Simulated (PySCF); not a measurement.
## A study: C3H7Br, SMILES `Br.C1CC1`

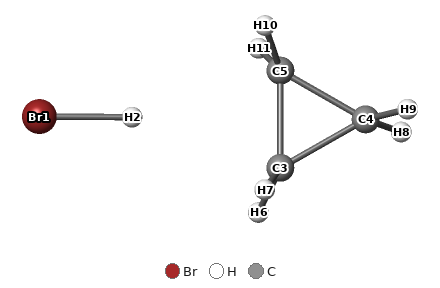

The molecule, with its atoms numbered as below. The pair's geometry is semi-empirical, so its contact may be too short or too long.

Geometry (Å), atoms numbered from 1:

```
Br1      1.6610    0.0004    0.0002
H2       0.2537    0.0040   -0.0066
C3      -1.9990   -0.7543    0.0006
C4      -3.2941    0.0072   -0.0004
C5      -2.0005    0.7479    0.0009
H6      -1.7138   -1.2716    0.9057
H7      -1.7117   -1.2719   -0.9089
H8      -3.8837   -0.0056    0.9044
H9      -3.8840   -0.0047   -0.9024
H10     -1.7166    1.2657   -0.9043
H11     -1.7187    1.2660    0.9001
```

Part 1: Bonding charge

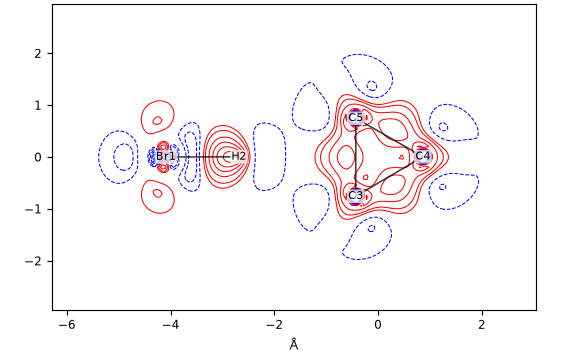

Deformation density (molecule less spherical, spin-averaged free atoms) in the plane of Br1, H2, C3, C4 and C5; contours at ±0.05 to ±0.8 e/Å³; solid red lines: gain, dashed blue lines: loss.

PySCF calculation, CAM-B3LYP/def2-SVPD, gas phase; geometry: GFN2-xTB.

> Describe the bonding that the map shows.

C4–C5: +0.34 e/Å³ at the bond critical point (bond length 1.49 Å). Br1–H2: +0.34 e/Å³ at the bond critical point (bond length 1.41 Å). C3–C4: +0.33 e/Å³ at the bond critical point (bond length 1.50 Å). C3–C5: +0.32 e/Å³ at the bond critical point (bond length 1.50 Å). In all, 2.3 electrons gather in the regions of gain relative to the promolecule.

> Where do the Hirshfeld charges lie?

The highest Hirshfeld charge is on H2 (+0.06 e), the lowest on Br1 (−0.11 e).

Part 2: Bond critical points

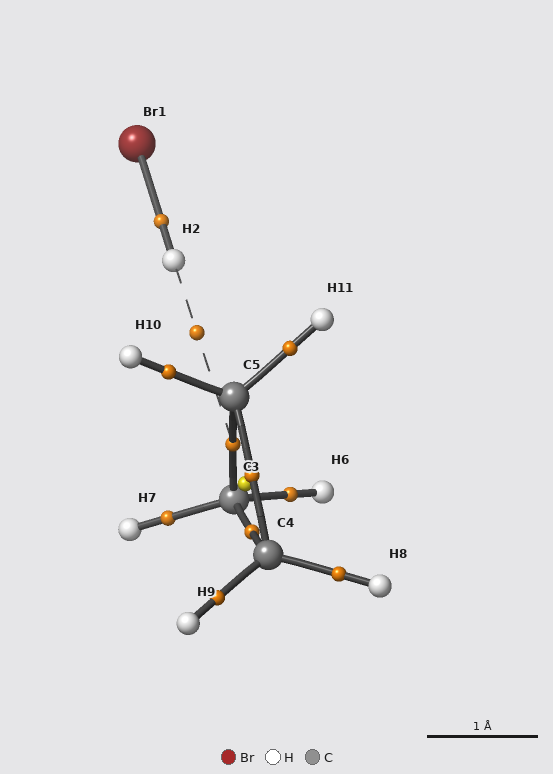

Molecular graph of the electron density (QTAIM): bond paths, bond critical points (orange), ring points (yellow, if any); weak paths are dashed.

> How many critical points of each kind are there, and does the count close?

11 nuclei, 11 bond, 1 ring and 0 cage critical points: 11 − 11 + 1 − 0 = 1, as the Poincaré–Hopf relation requires.

> What does the calculation give at each kind of bond critical point?

```
            bond  length (Å)  ρ (a.u.)  ∇²ρ (a.u.)     ε  H (a.u.)
          C5–H11       1.075     0.285       −1.09  0.03    −0.315
 C4–H9 (2 alike)       1.078     0.284       −1.08  0.03    −0.312
C5–H10 (3 alike)       1.081     0.282       −1.06  0.03    −0.308
           C4–C5       1.491     0.244       −0.45  0.49    −0.200
           C3–C4       1.502     0.239       −0.42  0.54    −0.192
           C3–C5       1.502     0.237       −0.41  0.58    −0.190
          Br1–H2       1.407     0.207       −0.46  0.00    −0.185
           H2–C5       2.374     0.014       +0.04  1.20    +0.001
```

> What kind of interaction is C5–H11?

Shared-shell (covalent): ρ = 0.285, ∇²ρ = −1.09, H = −0.315 a.u.

> Are there bond paths between atoms that aren't covalently bonded?

Yes: H2–C5 (2.37 Å, ρ = 0.014).

Part 3: Local ionisation energy

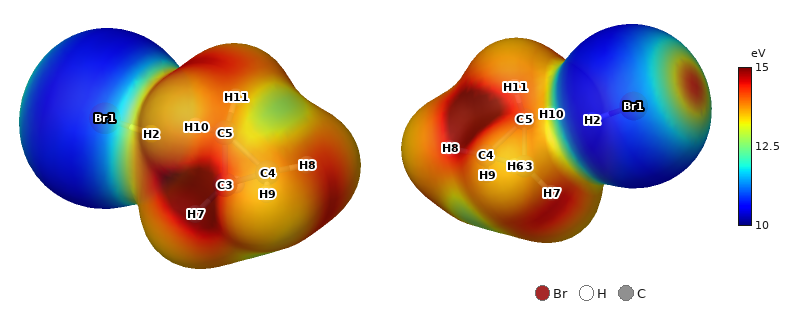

Average local ionisation energy on the surface of electron density 0.001 a.u. (back view left, front view right).

> Locate the minima of the map.

The lowest value is 10.5 eV, 2.3 Å from Br1, and at like points elsewhere. Further minima include 12.6 eV, off the C3–C4 bond (2.1 Å from its atoms); 12.8 eV, off the C4–C5 bond (2.0 to 2.2 Å from its atoms); 13.5 eV, 1.4 Å from H8. For comparison, the highest occupied orbital lies at −9.8 eV.

> What volume does the surface enclose, and what is the dipole moment?

About 124 Å³; the dipole moment is 1.7 D.

Part 4: Weak contacts

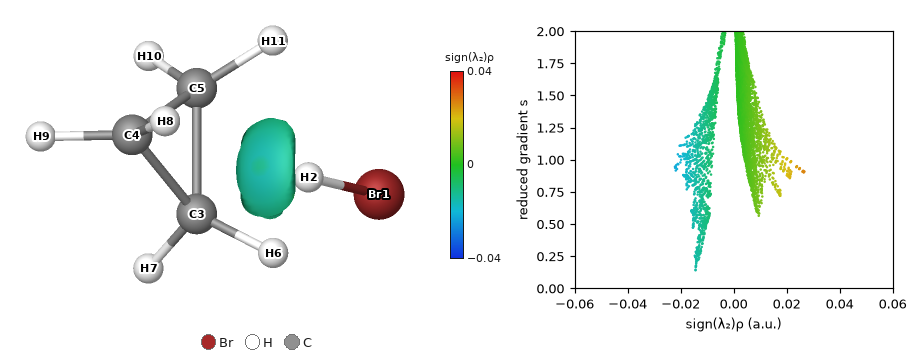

Non-covalent interaction surfaces between the fragments (reduced density gradient s = 0.5, coloured by sign(λ₂)ρ in a.u.; trimmed to the region between the fragments where ρ is under 0.06 a.u.). Fragment A: HBr (atoms 1–2); fragment B: H6C3. The plot gives s against sign(λ₂)ρ for grid points between the fragments.

> How strongly are they bound?

The counterpoise-corrected interaction energy of the frozen fragments is −1.4 kcal/mol without dispersion correction and −2.7 kcal/mol with D3(BJ). The pair geometry is semi-empirical, not a minimum at this level.

Part 5: Binding density

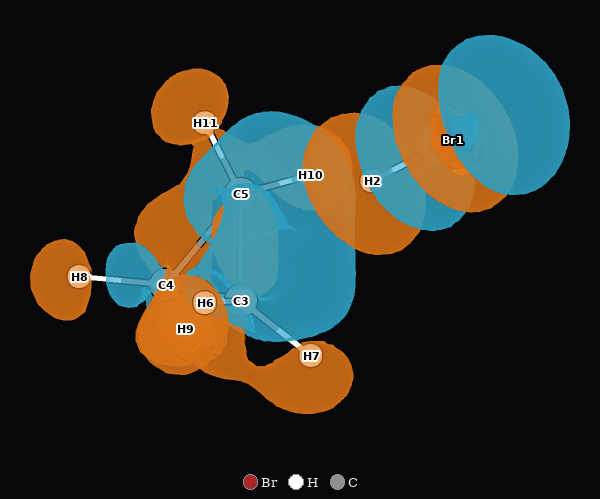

Density of the complex less the densities of the two fragments at the same geometry, ±0.002 e/Å³ (light blue: gain, orange: loss). Fragment A: HBr (atoms 1–2); fragment B: H6C3.

> How is the density rearranged on binding?

Hirshfeld charges show 0.024 e passing from B to A. By Hirshfeld charges, electrons gather most on Br1 (−0.031 e) and leave C4 most (+0.007 e); 0.08 e is displaced in all, which induces a dipole of 0.81 D.

The PySCF runs shown took 17 s and 39 s on 1 thread of AMD EPYC 7R43 64-Core Processor (Zen 3), with other jobs on the host.
